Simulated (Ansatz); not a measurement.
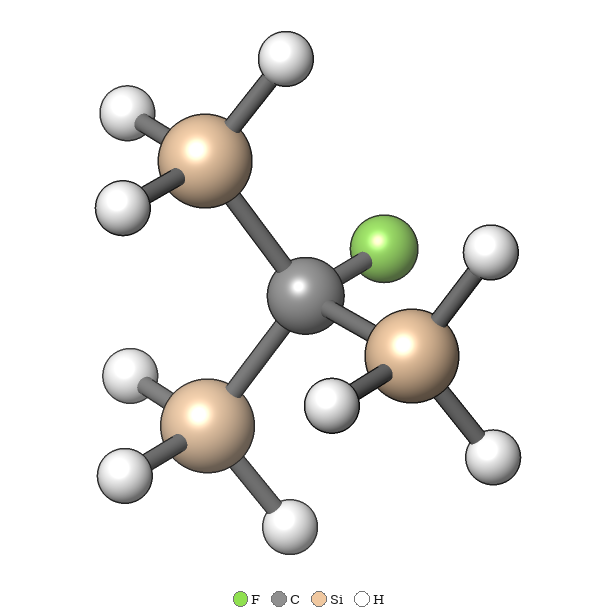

Computed geometry: PBE0-D4/def2-TZVP optimisation. No frequency run is at hand to confirm it as a minimum.

Give the structural formula.

SMILES: FC([SiH3])([SiH3])[SiH3]

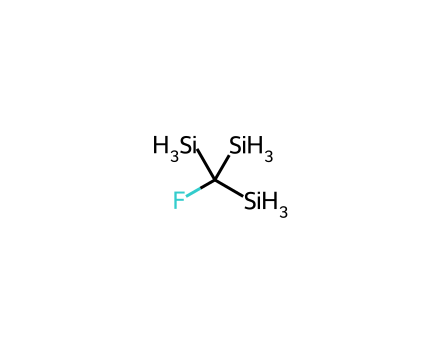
